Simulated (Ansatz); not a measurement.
**UHSE06/STO-3G run of SiH3S (SMILES [SiH2]S)**

What is the electronic atomisation energy of SiH3S at UHSE06/STO-3G? 

Program for the calculation: Ansatz 0.2.0.

31 further runs of the same task are left out: 31 set aside as unsound or not needed.

### 1 Starting point

SiH3S: 5 atoms, total charge 0, spin state doublet. As SMILES, `[SiH2]S`. The shape is that of a PBE0-D4/def2-TZVP optimisation. This is one conformer, not always the lowest.

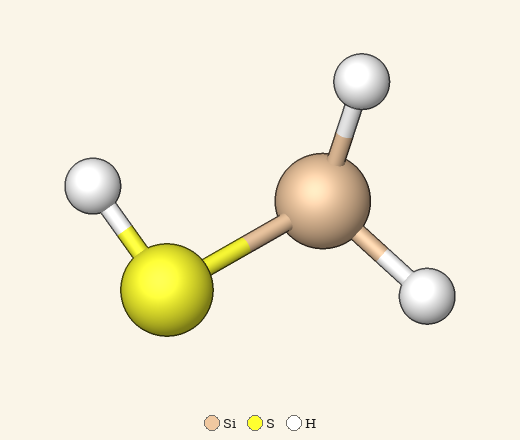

The structure, seen from a chosen angle (silicon light orange, sulfur yellow, hydrogen white).

### 2 The energy at UHSE06/STO-3G

File input.yaml:

```yaml
basis:
  gaussian:
    orbitals: STO-3G
crystal:
  periodic: [false, false, false]
  atoms:
    - {symbol: Si, position_ang: [-0.096300, -0.694000, -0.309300]}
    - {symbol: S, position_ang: [0.273100, 1.406000, -0.294500]}
    - {symbol: H, position_ang: [-0.094500, -1.256800, 1.073000]}
    - {symbol: H, position_ang: [-1.440300, -0.843200, -0.929900]}
    - {symbol: H, position_ang: [1.407800, 1.314300, 0.419300]}
magnetization:
  spin_polarized: true
  initial_magnetization: 1
hamiltonian:
  xc: hse06
accuracy: high
```

On the command line:

```console
$ ansatz run input.yaml --threads 1 --pin off --max-ram 2610MiB --events-out events.jsonl --progress --plain --runs-dir runs
```

The log of the run:

```text
Warning: RAYON_NUM_THREADS=1 ignored (pool sized by the plan → 1); use --threads N
Functional definition: HSE06
  name "HSE06"
  parameter a = 0.25
  parameter omega = 0.11/bohr
  exchange = pbe_x - a*pbe_x_sr(omega) + a*exact_x_sr(omega)
  correlation = pbe_c
364 factors; integrals over basis functions are off by at most 2.7e-8 eV
59 factors; integrals over basis functions are off by at most 1.1e-9 eV
mean field evaluation 1: about -18541.2416 eV, gradient 7.6e0 eV
mean field evaluation 2: about -18541.3214 eV, gradient 7.0e0 eV
mean field evaluation 4: about -18541.7453 eV, gradient 1.9e-1 eV
mean field evaluation 8: about -18541.7200 eV, gradient 3.8e-3 eV
mean field evaluation 16: about -18541.7200 eV, gradient 7.2e-7 eV
mean field -18541.72000195 eV, -681.3956420425 hartree, gradient 4.2e-9 eV, S^2 0.751232; 0 other end points of the search recorded, 0 dependent functions left out
reference -18541.72000376 eV, -681.3956421088 hartree; 17, 16 occupied and 4, 5 virtual orbitals, 364 factors
Total energy: -18541.72000376 eV, -681.3956421088 hartree
```

It took 1.7 s on 1 thread of Intel Xeon Platinum 8488C (Sapphire Rapids), shared host; peak memory 0.15 GiB.

### 3 The H atom at the same level

File molecule.yaml:

```yaml
crystal:
  periodic: [false, false, false]
  atoms:
    - {symbol: H, position_ang: [0.000000, 0.000000, 0.000000]}
basis:
  gaussian:
    orbitals: STO-3G
magnetization:
  spin_polarized: true
  initial_magnetization: 1
hamiltonian:
  xc: hse06
accuracy: high
```

Run the same way, it converges to -0.46620 Eh (log not shown).

### 4 The S atom at the same level

File input.yaml:

```yaml
crystal:
  periodic: [false, false, false]
  atoms:
    - symbol: S
      position_ang: [0.000000, 0.000000, 0.000000]
basis:
  gaussian:
    orbitals: STO-3G
magnetization:
  spin_polarized: true
  initial_magnetization: 2
hamiltonian:
  xc: hse06
accuracy: high
```

Run the same way, it converges to -393.53867 Eh (log not shown).

### 5 The Si atom

File run.yaml:

```yaml
crystal:
  periodic: [false, false, false]
  atoms:
    - {symbol: Si, position_ang: [0.000000, 0.000000, 0.000000]}
basis:
  gaussian:
    orbitals: STO-3G
magnetization:
  spin_polarized: true
  initial_magnetization: 2
hamiltonian:
  xc: {name: HSE06}
accuracy: high
```

Run the same way, it converges to -285.81686 Eh (log not shown).

### 6 Results

At UHSE06/STO-3G:

| quantity | value |
| --- | --- |
| molecule: total energy | -681.39564 Eh |
| molecule: ⟨S²⟩ | 0.751 |
| H atom: total energy | -0.46620 Eh |
| H atom: ⟨S²⟩ | 0.750 |
| S atom: total energy | -393.53867 Eh |
| S atom: ⟨S²⟩ | 2.000 |
| Si atom: total energy | -285.81686 Eh |
| Si atom: ⟨S²⟩ | 2.000 |
| electronic atomisation energy | 17.456 eV |

Taking the molecule apart into free atoms costs 17.46 eV (403 kcal/mol), before zero-point energy and without spin-orbit coupling. In a minimal basis such a difference can be off by several eV, whatever the method.
